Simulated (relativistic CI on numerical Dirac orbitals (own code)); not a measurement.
**Cr²⁺: 3p photoemission with charge transfer**

Aim: the 3p photoemission spectrum of Cr²⁺ in a cubic metal-ligand cluster, for 3 values of tenDq.

The numbers are computed with relativistic CI on numerical Dirac orbitals (own code) version 3 (charge-transfer multiplet model of a cubic metal-ligand cluster with up to 1 ligand holes, Slater and spin-orbit integrals from Dirac-Coulomb-Breit ions, Slater integrals scaled by 0.7), except any that are marked as measured or tabulated.

**1. The system**

| Item | Value |
| --- | --- |
| ion | Cr²⁺ (Cr III) |
| nuclear charge | 24 |
| electrons | 22 |
| d electrons | 4 |
| ligand holes at most | 1 |
| parameters | in eV; Veg, Vt2g hoppings, tenDq and tenDqL metal and ligand splittings (negative tenDq: tetrahedral), red the scaling of hopping with a core hole |
| temperature | 300 K |
| widths | Lorentz 0.9 eV, Gauss 0.8 eV |

**2. tenDq = 1.25 eV**

The run's settings:

```ini
cluster ion=Cr2+ d4 ligand_holes=1 slater_scale=0.7
Delta=5.4 Udd=6.4 Upd=8.2 tenDq=1.25 tenDqL=1 Veg=2.7 Vt2g=-1.17 red=1
spectrum xps 3p T=300 lorentz=0.9 gauss=0.8
```

Command:

```sh
> python run_levels.py task.json out
```

task.json lists these runs, among others, and the program works through them in turn.

**3. tenDq = 0.65 eV**

The run's settings:

```ini
cluster ion=Cr2+ d4 ligand_holes=1 slater_scale=0.7
Delta=5.4 Udd=6.4 Upd=8.2 tenDq=0.65 tenDqL=1 Veg=2.7 Vt2g=-1.17 red=1
spectrum xps 3p T=300 lorentz=0.9 gauss=0.8
```

**4. tenDq = 2.15 eV**

The run's settings:

```ini
cluster ion=Cr2+ d4 ligand_holes=1 slater_scale=0.7
Delta=5.4 Udd=6.4 Upd=8.2 tenDq=2.15 tenDqL=1 Veg=2.7 Vt2g=-1.17 red=1
spectrum xps 3p T=300 lorentz=0.9 gauss=0.8
```

(Steps that only read results are left out.)

Before running it: what results should come out? Wanted: d count; ground spin.

The runs gave:

| run | d count | weight without ligand hole | ground S | up to four highest peaks (% of the highest), eV from the first main peak |
| --- | --- | --- | --- | --- |
| tenDq = 1.25 eV | 4.27 | 0.73 | 1.99 | 0.0 (100), 2.8 (33), 4.3 (26), 13.5 (34) |
| tenDq = 0.65 eV | 4.28 | 0.72 | 2.00 | 0.0 (100), 2.8 (34), 6.3 (20), 13.4 (34) |
| tenDq = 2.15 eV | 4.27 | 0.73 | 1.00 | 0.0 (100), 3.7 (28), 6.6 (15), 11.7 (21) |

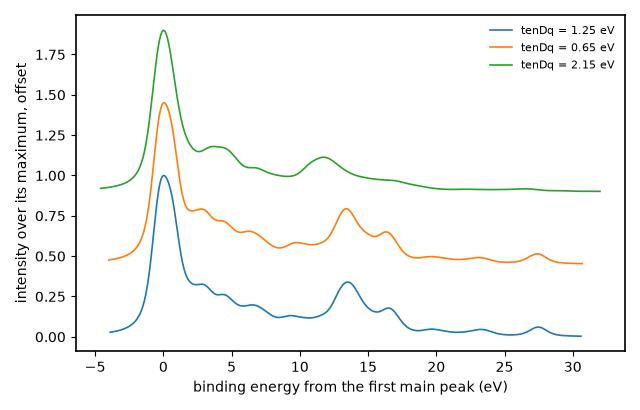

The spectra, each scaled to its maximum and offset.

| quantity | value |
| --- | --- |
| d count | 4.27 to 4.28 |
| ground spin (effective S from ⟨S²⟩) | 1.00 to 2.00 |

From tenDq = 0.65 eV to tenDq = 2.15 eV the ground-state d count goes from 4.28 to 4.27. In the first run d4 holds 73 % of the ground state. The ground spin changes between the runs (2.00 to 1.00), and the line shape with it. The space is cut at the given number of ligand holes while the last configuration still holds over a tenth of the ground state. The cluster parameters are drawn, not fitted to a compound.
